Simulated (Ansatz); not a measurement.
**One shape, several levels: singlet GaCl2O−**

Aim: a comparison of 6 runs (HF/STO-3G, HF/aug-cc-pVDZ, B3LYP/6-31G*, BHLYP/aug-cc-pVDZ, PBE/aug-cc-pVDZ, RPA@PBE/aug-cc-pVDZ) of singlet GaCl2O−. 

The calculation is run with Ansatz 0.2.0.

47 further runs of the same task are left out: 5 that didn't finish, 42 set aside as unsound or not needed.

## Step 1: The structure to begin with

GaCl2O− has 4 atoms, charge -1, and is taken as a singlet. SMILES of the parent species: `[O][Ga]([Cl])[Cl]`. The shape is that of a PBE0-D4/def2-TZVP optimisation. That shape belongs to the parent species and isn't relaxed for this state.

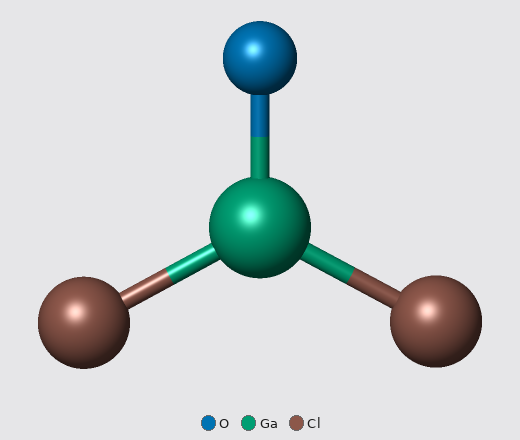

The structure, seen from a chosen angle (oxygen blue, gallium teal, chlorine brown).

## Step 2: The energy at HF/STO-3G (run 1)

Input file input.yaml:

```yaml
crystal:
  periodic: [false, false, false]
  atoms:
    - {symbol: O, position_ang: [0.746300, 1.055700, 1.312100]}
    - {symbol: Ga, position_ang: [0.035800, 0.016900, 0.034200]}
    - {symbol: Cl, position_ang: [0.760400, -1.952900, -0.180900]}
    - {symbol: Cl, position_ang: [-1.486800, 0.819800, -1.185700]}
basis:
  gaussian:
    orbitals: STO-3G
total_charge: -1
hamiltonian:
  xc: hf
accuracy: high
output:
  orbitals: {seedname: orbitals}
```

On the command line:

```bash
$ ansatz run input.yaml --threads 1 --pin off --max-ram 3480MiB --events-out events.jsonl --progress --plain --runs-dir runs
```

The log of the run:

```text
Warning: RAYON_NUM_THREADS=1 ignored (pool sized by the plan → 1); use --threads N
Functional definition: HF
  name "HF"
  exchange = exact_x
  correlation = 0
710 factors; integrals over basis functions are off by at most 2.5e-8 eV
mean field evaluation 1: about -78468.2777 eV, gradient 3.4e1 eV
mean field evaluation 2: about -78468.3485 eV, gradient 3.5e1 eV
mean field evaluation 4: about -78474.3012 eV, gradient 3.6e0 eV
mean field evaluation 8: about -78474.4104 eV, gradient 1.1e-1 eV
mean field -78474.40614190 eV, -2883.8812338518 hartree, gradient 9.9e-8 eV, S^2 0.000000; 0 other end points of the search recorded, 0 dependent functions left out
reference -78474.40614190 eV, -2883.8812338518 hartree; 37, 37 occupied and 4, 4 virtual orbitals, 710 factors
Total energy: -78474.40614190 eV, -2883.8812338518 hartree
```

Wall time 0.54 s (1 thread of Arm Neoverse V2, shared host); peak memory 0.095 GiB.

## Step 3: A single-point energy at HF/aug-cc-pVDZ (run 2)

Input file run.yaml:

```yaml
crystal:
  periodic: [false, false, false]
  atoms:
    - {symbol: O, position_ang: [0.746300, 1.055700, 1.312100]}
    - {symbol: Ga, position_ang: [0.035800, 0.016900, 0.034200]}
    - {symbol: Cl, position_ang: [0.760400, -1.952900, -0.180900]}
    - {symbol: Cl, position_ang: [-1.486800, 0.819800, -1.185700]}
basis:
  gaussian:
    orbitals: aug-cc-pVDZ
total_charge: -1
hamiltonian:
  xc: hf
accuracy: high
output:
  orbitals: {seedname: orbitals}
```

On the command line:

```bash
$ ansatz run run.yaml --threads 1 --pin off --max-ram 3480MiB --events-out events.jsonl --progress --plain --runs-dir runs
```

The log of the run:

```text
Warning: RAYON_NUM_THREADS=1 ignored (pool sized by the plan → 1); use --threads N
[... 4 set-up lines as earlier in the session ...]
2216 factors; integrals over basis functions are off by at most 3.7e-9 eV
mean field evaluation 1: about -79377.9138 eV, gradient 4.0e1 eV
mean field evaluation 2: about -79378.0843 eV, gradient 4.1e1 eV
mean field evaluation 4: about -79382.0538 eV, gradient 3.3e0 eV
mean field evaluation 8: about -79382.1167 eV, gradient 2.8e-1 eV
mean field evaluation 16: about -79382.1174 eV, gradient 9.2e-7 eV
mean field -79382.11737888 eV, -2917.2390065422 hartree, gradient 3.6e-8 eV, S^2 0.000000; 0 other end points of the search recorded, 0 dependent functions left out
reference -79382.11737888 eV, -2917.2390065422 hartree; 37, 37 occupied and 76, 76 virtual orbitals, 2216 factors
Total energy: -79382.11737888 eV, -2917.2390065422 hartree
```

Wall time 7.5 s (1 thread of Arm Neoverse V2, shared host); peak memory 0.41 GiB.

Runs 3 to 5 aren't shown in full; the table further down has their settings and results.

## Step 4: A single-point energy at RPA@PBE/aug-cc-pVDZ (run 6)

Edit input.yaml of step 2 so:

```diff
@@ -9,8 +9,9 @@
   gaussian:
-    orbitals: STO-3G
+    orbitals: aug-cc-pVDZ
+hamiltonian:
+  xc: {name: PBE}
 total_charge: -1
-hamiltonian:
-  xc: hf
+correlation:
+  method: rpa
+  frozen_orbitals: {Cl: 5, Ga: 9, O: 1}
 accuracy: high
-output:
-  orbitals: {seedname: orbitals}
```

On the command line:

```bash
$ ansatz run input.yaml --threads 1 --pin off --max-ram 3480MiB --events-out events.jsonl --progress --plain --runs-dir runs
```

The log of the run, cut to the lines that bear on the results:

```text
Warning: RAYON_NUM_THREADS=1 ignored (pool sized by the plan → 1); use --threads N
Functional definition: PBE
  name "PBE"
[...]
2216 factors; integrals over basis functions are off by at most 3.7e-9 eV
[...]
mean field -79454.47767558 eV, -2919.8981983983 hartree, gradient 4.8e-8 eV, S^2 0.000000; 0 other end points of the search recorded, 0 dependent functions left out
20 core orbitals not correlated: weight in the atoms' cores, before any rotation towards them, 1.000 or more for the frozen orbitals, at most 0.000 for the correlated occupied ones
reference -79380.55534375 eV, -2917.1816028099 hartree; 17, 17 occupied and 76, 76 virtual orbitals, 2216 factors
Total energy: -79406.08284851 eV, -2918.1197213068 hartree
```

Run time: 26 s. Hardware: 1 thread of Arm Neoverse V2, shared host; peak memory 0.45 GiB.

## Step 5: All runs side by side

```csv
run,level,frozen core orbitals,energy (Eh),HOMO energy (eV),LUMO energy (eV),HOMO–LUMO gap (eV),wall time
1,HF/STO-3G,–,-2883.881234,0.13,12.15,12.02,0.54 s
2,HF/aug-cc-pVDZ,–,-2917.239007,-4.73,3.71,8.44,7.5 s
3,B3LYP/6-31G* (spherical functions),–,-2920.384326,-0.73,3.48,4.21,8.4 s
4,BHLYP/aug-cc-pVDZ,–,-2920.570367,-2.75,3.11,5.86,20 s
5,PBE/aug-cc-pVDZ,–,-2919.898199,0.00,2.20,2.20,12 s
6,RPA@PBE/aug-cc-pVDZ,20,-2918.119721,–,–,–,26 s
```

## Step 6: Results

| quantity | value |
| --- | --- |
| run 6: total energy | -2918.11972 Eh |
| run 6: RPA correlation energy (valence) | -938.1 mEh |

What this shows: Over runs 1, 2, 3, 4, 5 the HOMO–LUMO gap runs from 2.20 eV (PBE/aug-cc-pVDZ) to 12.02 eV (HF/STO-3G). The two ends differ in method and basis. The empty levels of an anion lie above zero and hang on the basis. Totals of different functionals can't be ranked against each other. In runs 1, 5 the HOMO lies above zero, so the outermost electron may be held by the basis alone. In run 1 the basis is minimal, so the values are rough. All runs together took 75 s, the longest 26 s.
